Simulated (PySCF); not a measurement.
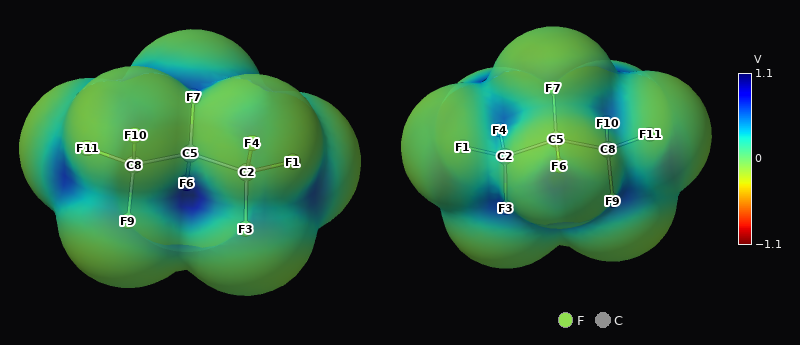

Figure. C$_{3}$F$_{8}$, SMILES `FC(F)(F)C(F)(F)C(F)(F)F`. Electrostatic potential on the surface of electron density 0.001 a.u. (back view left, front view right).

PySCF calculation, B3LYP/cc-pVDZ, gas phase; geometry: GFN2-xTB. No frequency check shows the geometry to be a minimum.

Where are the extremes of the potential on the surface?

Highest: 1.06 V, over the middle of F3, F4, F9 and F10, about 1.8 Å from them. Further maxima include 0.77 V, over the middle of F7, C8, F10 and F11, about 1.8 Å from them, and at like points elsewhere. Lowest: −0.11 V, 1.6 Å from F6, and at like points elsewhere. The surface is sampled at points, so like sites can differ by a few per cent and only the strongest of them is named.

What volume does the surface enclose, and what is the dipole moment?

About 119 Å³; the dipole moment is 0.0 D.
